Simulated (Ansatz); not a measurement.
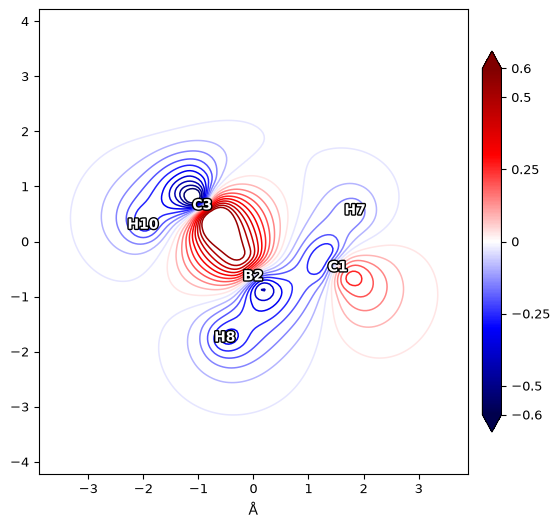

C3H9B (SMILES CBCC). The HOMO on the plane of atoms C3, B2 and H8 (values in Å⁻³ᐟ²; the overall sign is arbitrary).

All numbers below come from SCF PBE0, Gaussian basis in Ansatz 0.2.0.

Input

```
crystal:
  periodic: [false, false, false]
  atoms:
    - { symbol: C, position_ang: [-0.8901, 1.0769, 1.0974] }
    - { symbol: B, position_ang: [0.4559, 0.8511, 0.3769] }
    - { symbol: C, position_ang: [0.8512, -0.6098, -0.1056] }
    - { symbol: C, position_ang: [0.0679, -1.1071, -1.226] }
    - { symbol: H, position_ang: [-1.5226, 1.8358, 0.4621] }
    - { symbol: H, position_ang: [-0.7629, 1.5636, 2.0934] }
    - { symbol: H, position_ang: [-1.4838, 0.1786, 1.1893] }
    - { symbol: H, position_ang: [1.255, 1.7677, 0.2319] }
    - { symbol: H, position_ang: [0.8247, -1.2869, 0.8162] }
    - { symbol: H, position_ang: [1.939, -0.5806, -0.4205] }
    - { symbol: H, position_ang: [-1.0722, -1.1968, -0.865] }
    - { symbol: H, position_ang: [0.356, -2.1176, -1.5211] }
    - { symbol: H, position_ang: [0.0024, -0.4096, -2.1142] }
basis:
  gaussian:
    orbitals: cc-pVDZ
hamiltonian:
  xc: pbe0
  dispersion: d4
output:
  orbitals: {}
```

Launched as:

```sh
python
```

What is the character of this orbital?

By Hirshfeld shares it lies mainly on C3 (about 30 %), B2 (about 20 %), C4 (about 10 %), C1 (about 10 %), H12 (about 5 %) and H8 (about 5 %). Its energy is −8.02 eV.
